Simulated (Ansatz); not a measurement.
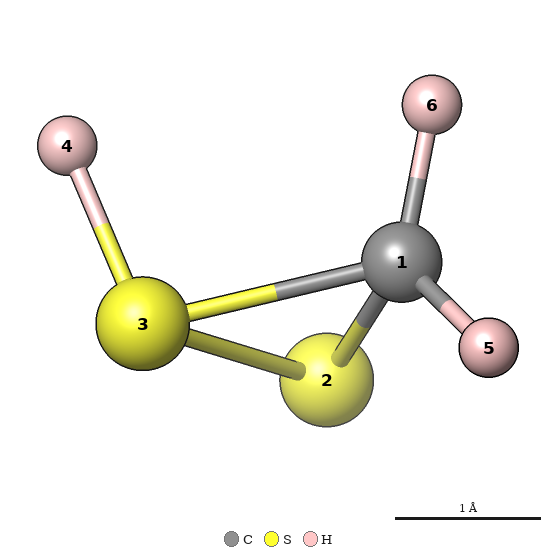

Orthographic view. Depth is shown by fading: the farther an atom, the more it takes the colour of the background. State: charge +1, singlet. The geometry was computed by an optimisation with PBE-D4/def2-SVP. No frequency run is at hand to confirm it as a minimum.

Give the geometry as a Z-matrix, atoms in numerical order, with these reference atoms: 2 to 1; 3 to 1, 2; 4 to 3, 1, 2; 5 to 1, 2, 3; 6 to 1, 5, 3.

```
C  
S    1   1.802
S    1   1.842   2    70.5
H    3   1.384   1    98.3   2   -97.3
H    1   1.107   2   117.6   3   104.6
H    1   1.107   5   116.3   3   133.4
```
